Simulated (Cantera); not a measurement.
A closed system holds: 1 mol C, 0.27 mol H2O, 7.4 mol H2, at 2700000 Pa.

Equilibrium computed with Cantera from the NASA thermochemical tables; the gas is ideal and each condensed phase is pure. Candidate condensed phases: C, C6H6, C7H8, C8H18, H2O; 110 gas species. Equilibrium is a limit: real reactors are often held back by kinetics, nucleation or transport.

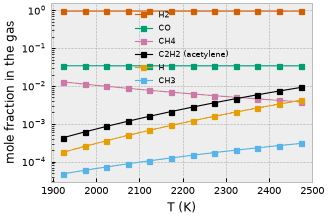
Figure: Equilibrium gas composition (values under 1e-9 drawn at 1e-9)

From 1923 K to 2473 K the condensed part is C(graphite). The main C-bearing gas is CO throughout. The share of C in condensed phases is highest at 2123 K (64.2 %) and lowest at 2473 K (54.8 %).
